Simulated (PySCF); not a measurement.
Si(H)(Me)(Et)(NMe2), SMILES CC[SiH](C)N(C)C at its GFN2-xTB optimised geometry (Å):

```
22

Si    -0.0042     0.0808     0.0000
C      1.8949     0.0808     0.0000
C     -0.6903    -0.7512    -1.5695
C     -0.0706    -0.1926    -2.8438
N     -0.5294    -0.8477     1.3569
C      0.0710    -0.6676     2.6556
C     -1.8858    -1.3270     1.4655
H     -0.4590     1.4943     0.0000
H      2.2721     0.4902    -0.9309
H      2.2996    -0.9208     0.1097
H      2.2968     0.6921     0.8014
H     -0.5203    -1.8282    -1.5360
H     -1.7702    -0.6076    -1.6238
H      0.9991    -0.3832    -2.8655
H     -0.2241     0.8823    -2.9038
H     -0.5143    -0.6494    -3.7275
H      1.1056    -0.3614     2.5444
H     -0.4567     0.0920     3.2457
H      0.0400    -1.6093     3.2109
H     -2.2996    -1.4943     0.4765
H     -2.5274    -0.6136     1.9973
H     -1.9002    -2.2713     2.0172
```

Calculation: PySCF with B3LYP/def2-SVP.

Map of the electrostatic potential (hartree/e), clipped to [-0.08, 0.12] on the plane z = 1.0 Å:

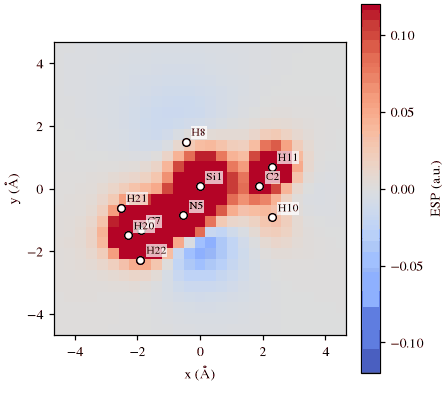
*Electrostatic potential (hartree/e), clipped to [-0.08, 0.12] on the plane z = 1.0 Å.*
